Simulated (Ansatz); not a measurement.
The calculation's input:

```
crystal:
  lattice:
    - [3.8939028371, 0.0, 0.0]
    - [0.0, 3.8939028371, 0.0]
    - [0.0, 0.0, 10.9986681304]
  atoms:
    - { symbol: P, position: [0.0, 0.0, 0.2457075641] }
    - { symbol: Ga, position: [0.0, 0.5, 0.1227669783] }
    - { symbol: P, position: [0.5, 0.5, 0.0] }
    - { symbol: Ga, position: [0.5, 0.0, 0.8772330217] }
    - { symbol: P, position: [0.0, 0.0, 0.7542924359] }
    - { symbol: Ga, position: [0.0, 0.5, 0.631573043] }
    - { symbol: As, position: [0.5, 0.5, 0.5] }
    - { symbol: Ga, position: [0.5, 0.0, 0.368426957] }
kpoints:
  mp_grid: { grid: [6, 6, 2] }
  band_path:
    path:
      - [0.0, 0.0, 0.0]
      - [0.0, 0.5, 0.0]
      - [0.5, 0.5, 0.0]
      - [0.0, 0.0, 0.5]
      - [0.0, 0.5, 0.5]
      - [0.5, 0.5, 0.5]
    npoints: 1
hamiltonian:
  xc: pbe
scf:
  occupations: { method: fixed }
  n_extra_bands: 12
magnetization:
  noncollinear: true
  spin_orbit: true
output:
  forces: true
  stress: true
  eigenvalues: true
  write_density: true
  write_potential: true
  elf: true
  volumetric_format: npy
```

Run with:

```sh
ansatz run input.yaml --threads 4 --pin off --max-ram 6451MiB --backend cpu --events-out ev --progress --plain --runs-dir out
```

Below, planes, directions and counts refer to the conventional cell (a = 3.89 Å, b = 3.89 Å, c = 11.00 Å, α = 90.00°, β = 90.00°, γ = 90.00°).

Space group P-4m2; started from the ordered alloy on zincblende lattice prototype, which need not be the ambient phase; computed pressure about 3 GPa in this cell.

Level of theory: Ansatz 0.2.0, DFT, PBE with spin-orbit coupling, plane waves, PAW.

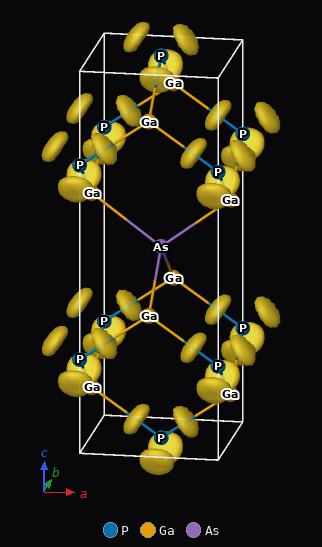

Ga4AsP3. Isosurface of the ELF at 0.85 (yellow), seen slightly off an axis. Only the valence region is drawn (cores and ρ < 0.01 e/Å³ removed). Sticks mark near contacts.

Core electrons are frozen (PAW), and the valence fields are smoothed inside the atomic spheres.

Where are the electrons localised?

The ELF exceeds this value in twelve lobes of the valence shell of P pointing towards Ga (polar bonds), counted in one cell of 8 atoms. Any copies at cell faces, edges or corners count once.

Values along the shortest contacts:
Ga–P (2.37 Å): the ELF peaks at about 0.90 in the valence shell of P, 0.9 Å from its nucleus, and is about 0.75 at the midpoint. Ga–As (2.43 Å): the ELF peaks at about 0.80 between the atoms (a covalent bond).
